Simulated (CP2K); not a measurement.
# CH4ClFSi (SMILES C[SiH](F)Cl): levels of theory compared

We compute a comparison of 3 runs (MNDO, PDG, GFN2-xTB) of CH4ClFSi. 

The calculation is run with CP2K 2026.2.

3 further runs of the same task are left out: 3 set aside as unsound or not needed.

## 1. The system as given

CH4ClFSi: 8 atoms, total charge 0, spin state singlet. As SMILES, `C[SiH](F)Cl`. Geometry: relaxed at PBE0-D4/def2-TZVP.

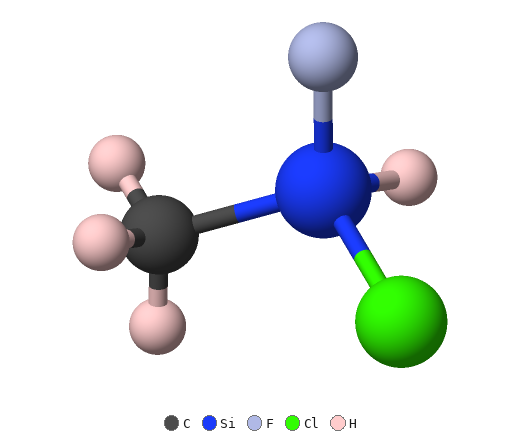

The structure, seen from a chosen angle (carbon dark grey, silicon blue, fluorine light blue, chlorine green, hydrogen pink).

## 2. Energy and forces at MNDO (run 1)

The input, molecule.xyz:

```xyz
8

C     -0.276700     0.958300     0.083800
Si     0.364000    -0.761800    -0.084200
F      0.846000    -1.290000     1.340200
Cl    -1.120000    -2.010100    -0.735500
H      0.509800     1.621300     0.453200
H     -0.620600     1.332800    -0.882900
H     -1.115000     0.988300     0.783200
H      1.504600    -0.895900    -1.013600
```

The input, qs.inp:

```
&FORCE_EVAL
  METHOD Quickstep
  &DFT
    CHARGE 0
    MULTIPLICITY 1
    # Quickstep
    &QS
      METHOD MNDO
      EPS_DEFAULT 1.0E-10
      &SE
        &COULOMB
          CUTOFF [angstrom] 50
          RC_RANGE [angstrom] 0
        &END COULOMB
        &EXCHANGE
          CUTOFF [angstrom] 50
          RC_RANGE [angstrom] 0
        &END EXCHANGE
      &END SE
    &END QS
    &POISSON
      PERIODIC NONE
      POISSON_SOLVER ANALYTIC
    &END POISSON
    &SCF
      SCF_GUESS ATOMIC
      EPS_SCF 1.0E-07
      MAX_SCF 150
      ADDED_MOS 8
      &DIAGONALIZATION
        ALGORITHM STANDARD
      &END DIAGONALIZATION
      &MIXING
        METHOD DIRECT_P_MIXING
        ALPHA 0.4
      &END MIXING
    &END SCF
    # extra output
    &PRINT
      &MOMENTS
        PERIODIC F
        REFERENCE COM
        MAX_MOMENT 1
      &END MOMENTS
      &MO ON
        ENERGIES T
        OCCUPATION_NUMBERS T
        NDIGITS 6
        &EACH
          QS_SCF 0
        &END EACH
        ADD_LAST NUMERIC
      &END MO
      &HIRSHFELD OFF
      &END HIRSHFELD
    &END PRINT
  &END DFT
  # atoms, cell and kinds
  &SUBSYS
    &CELL
      ABC [angstrom] 18.6 19.6 18.4
      PERIODIC NONE
    &END CELL
    &TOPOLOGY
      COORD_FILE_NAME molecule.xyz
      COORD_FILE_FORMAT XYZ
      &CENTER_COORDINATES
      &END CENTER_COORDINATES
    &END TOPOLOGY
  &END SUBSYS
  &PRINT
    &FORCES ON
    &END FORCES
  &END PRINT
&END FORCE_EVAL
&GLOBAL
  PROJECT_NAME qs
  RUN_TYPE ENERGY_FORCE
  PRINT_LEVEL LOW
&END GLOBAL
```

On the command line:

```bash
$ OMP_NUM_THREADS=1 cp2k.psmp -i qs.inp -o qs.out
```

Output:

```text
CP2K| version string:                                       CP2K version 2026.2
[...]
 GLOBAL| Method name                                                        CP2K
[...]
 GLOBAL| Run type                                                   ENERGY_FORCE
[...]
 *** WARNING in qs_environment.F:2210 :: More added MOs requested than     ***
 *** available. The full set of unoccupied MOs will be used. Use           ***
 *** 'ADDED_MOS -1' to always use all available MOs and to get rid of this ***
[...]
                             - Atoms:                                          8
[...]
                             - Spherical basis functions:                     20
[...]
 Number of electrons:                                                         26
[...]
     1 P_Mix/Diag. 0.40E+00    0.0     0.76326073       -36.2526576008 -3.63E+01
[...]
    21 DIIS/Diag.  0.29E-07    0.0     0.00000005       -40.8055864424  0.00E+00
  *** SCF run converged in    21 steps ***
  Core-core repulsion energy [eV]:                           1481.67965892875213
  Core Hamiltonian energy [eV]:                             -1851.23302222756797
  Two-electron integral energy [eV]:                        -1481.64622575433054
  Electronic energy [eV]:                                   -2592.05613510473313
  Total energy [eV]:                                        -1110.37647617598122
  Atomic reference energy [eV]:                              1103.99100473921681
  Heat of formation [kcal/mol]:                              -147.25248116352032
[...]
 SE_DIPOLE| Moment [Debye]         -1.34278230      -2.40131519       0.45105357
 SE_DIPOLE| Derivative [a.u.]       0.00000000       0.00000000       0.00000000
 ENERGY| Total FORCE_EVAL ( QS ) energy [hartree]            -40.805586442398003
[...]
```

It took 0.46 s on 1 thread of Arm Neoverse N1, shared host; peak memory 0.14 GiB.

## 3. The energy at PDG (run 2)

The input, qs.inp:

```
&GLOBAL
  PROJECT qs
  RUN_TYPE ENERGY
  PRINT_LEVEL MEDIUM
&END GLOBAL
&FORCE_EVAL
  METHOD QS
  &DFT
    # Quickstep
    &QS
      METHOD PDG
      EPS_DEFAULT 1.0E-10
      &SE
        &COULOMB
          CUTOFF [angstrom] 50
          RC_RANGE [angstrom] 0
        &END COULOMB
        &EXCHANGE
          CUTOFF [angstrom] 50
          RC_RANGE [angstrom] 0
        &END EXCHANGE
      &END SE
    &END QS
    # isolated system
    &POISSON
      PERIODIC NONE
      POISSON_SOLVER ANALYTIC
    &END POISSON
    &SCF
      SCF_GUESS ATOMIC
      EPS_SCF 1.0E-06
      MAX_SCF 40
      &OT
        MINIMIZER CG
        PRECONDITIONER FULL_ALL
      &END OT
      &OUTER_SCF
        EPS_SCF 1.0E-06
        MAX_SCF 8
      &END OUTER_SCF
    &END SCF
    # extra output
    &PRINT
      &MOMENTS
        PERIODIC F
        REFERENCE COM
        MAX_MOMENT 1
      &END MOMENTS
      &MO_CUBES
        NLUMO 3
        NHOMO -1
        WRITE_CUBE F
      &END MO_CUBES
      &HIRSHFELD OFF
      &END HIRSHFELD
    &END PRINT
  &END DFT
  &SUBSYS
    # vacuum box
    &CELL
      ABC 18.6 19.6 18.4
      PERIODIC NONE
    &END CELL
    &COORD
      C     -0.276700     0.958300     0.083800
      Si     0.364000    -0.761800    -0.084200
      F      0.846000    -1.290000     1.340200
      Cl    -1.120000    -2.010100    -0.735500
      H      0.509800     1.621300     0.453200
      H     -0.620600     1.332800    -0.882900
      H     -1.115000     0.988300     0.783200
      H      1.504600    -0.895900    -1.013600
    &END COORD
    &TOPOLOGY
      &CENTER_COORDINATES
      &END CENTER_COORDINATES
    &END TOPOLOGY
  &END SUBSYS
&END FORCE_EVAL
```

On the command line:

```bash
$ OMP_NUM_THREADS=1 cp2k.psmp -i qs.inp -o qs.out
```

Output:

```text
CP2K| version string:                                       CP2K version 2026.2
[...]
 GLOBAL| Method name                                                        CP2K
[...]
 GLOBAL| Run type                                                         ENERGY
[...]
                             - Atoms:                                          8
[...]
                             - Spherical basis functions:                     20
[...]
 Number of electrons:                                                         26
[...]
     1 OT CG       0.15E+00    0.0     0.36381934       -32.8194216271 -3.28E+01
[...]
     2 OT CG       0.31E+00    0.0     0.00000045       -37.0542228432 -3.00E-10
  *** SCF run converged in     2 steps ***
  Core-core repulsion energy [eV]:                           1359.88136684112192
  Core Hamiltonian energy [eV]:                             -1631.79548595472238
  Two-electron integral energy [eV]:                        -1472.76512435809650
  Electronic energy [eV]:                                   -2368.17804813377052
  Total energy [eV]:                                        -1008.29668129264860
  Atomic reference energy [eV]:                              1004.14626473921680
  Heat of formation [kcal/mol]:                               -95.71088703587444
[...]
 SE_DIPOLE| Moment [Debye]         -1.37644107      -2.39061116       0.20919265
 SE_DIPOLE| Derivative [a.u.]       0.00000000       0.00000000       0.00000000
 *** WARNING in qs_scf_post_se.F:140 :: Printing of MO cube files not ***
 *** implemented for Semi-Empirical method.                           ***
 ENERGY| Total FORCE_EVAL ( QS ) energy [hartree]            -37.054222843198403
[...]
```

Run time: 0.99 s. Hardware: 1 thread of Arm Neoverse N1, shared host; peak memory 0.14 GiB.

## 4. A single-point energy at GFN2-xTB (run 3)

molecule.xyz is that of step 2.

The input, run.inp:

```
&GLOBAL
   PROJECT_NAME run
   RUN_TYPE ENERGY
   PRINT_LEVEL MEDIUM
&END GLOBAL

&FORCE_EVAL
   METHOD QS
   &DFT
      &QS
         METHOD XTB
         EPS_DEFAULT 1.0E-10
         &XTB
            GFN_TYPE TBLITE
            &TBLITE
               METHOD GFN2
            &END TBLITE
            CHECK_ATOMIC_CHARGES F
         &END XTB
      &END QS
      &POISSON
         PERIODIC NONE
         POISSON_SOLVER ANALYTIC
      &END POISSON
      &SCF
         SCF_GUESS ATOMIC
         EPS_SCF 1.0E-06
         MAX_SCF 150
         ADDED_MOS 8
         &DIAGONALIZATION
            ALGORITHM STANDARD
         &END DIAGONALIZATION
         &MIXING
            METHOD DIRECT_P_MIXING
            ALPHA 0.4
         &END MIXING
         &SMEAR ON
            METHOD FERMI_DIRAC
            ELECTRONIC_TEMPERATURE [K] 300
         &END SMEAR
      &END SCF
      &PRINT
         &MOMENTS
            PERIODIC F
            REFERENCE COM
            MAX_MOMENT 1
         &END MOMENTS
         &MO ON
            ENERGIES T
            OCCUPATION_NUMBERS T
            NDIGITS 6
            &EACH
               QS_SCF 0
            &END EACH
            ADD_LAST NUMERIC
         &END MO
         &HIRSHFELD OFF
         &END HIRSHFELD
      &END PRINT
   &END DFT
   &SUBSYS
      &CELL
         ABC 14.6 15.6 14.4
         PERIODIC NONE
      &END CELL
      &TOPOLOGY
         COORD_FILE_NAME molecule.xyz
         COORD_FILE_FORMAT XYZ
         &CENTER_COORDINATES
         &END CENTER_COORDINATES
      &END TOPOLOGY
   &END SUBSYS
&END FORCE_EVAL
```

On the command line:

```bash
$ OMP_NUM_THREADS=1 cp2k.psmp run.inp > run.out
```

Output:

```text
CP2K| version string:                                       CP2K version 2026.2
[...]
 GLOBAL| Method name                                                        CP2K
[...]
 GLOBAL| Run type                                                         ENERGY
[...]
                             - Atoms:                                          8
[...]
                             - Spherical basis functions:                     30
[...]
 Number of electrons:                                                         26
[...]
  *** SCF run converged in    21 steps ***
[...]
  Fermi energy:                                                -0.21458735622640
[...]
 TB_DIPOLE| Moment [Debye]          0.93944755       2.04067190      -0.66482207
 TB_DIPOLE| Derivative [a.u.]       0.00000000       0.00000000       0.00000000
[...]
 ENERGY| Total FORCE_EVAL ( QS ) energy [hartree]            -15.294222383131332
[...]
```

Wall time 0.46 s (1 thread of Arm Neoverse N1, shared host); peak memory 0.14 GiB.

## 5. The series

```tsv
run	level	task	SCF convergence threshold	energy (Eh)	dipole moment (D)	HOMO energy (eV)	LUMO energy (eV)	wall time
1	MNDO	gradient	1e-07	-40.805586	2.79	-11.86	0.06	0.46 s
2	PDG	energy	1e-06	-37.054223	2.77	–	–	0.99 s
3	GFN2-xTB	energy	1e-06	-15.294222	2.34	-11.57	-4.94	0.46 s
```

## 6. What came out

| quantity | value |
| --- | --- |
| run 3: total energy | -15.29422 Eh |
| run 3: dipole moment (from atomic charges alone) | 2.34 D |
| run 3: HOMO energy | -11.57 eV |
| run 3: LUMO energy | -4.94 eV |
| run 3: HOMO–LUMO gap | 6.63 eV |

The dipole moment (its size) runs from 2.34 D (GFN2-xTB) to 2.79 D (MNDO). Some of these are taken from atomic charges alone. Force-field and semi-empirical energies have zeros of their own, so their totals don't compare. All runs together took 1.9 s, the longest 0.99 s.
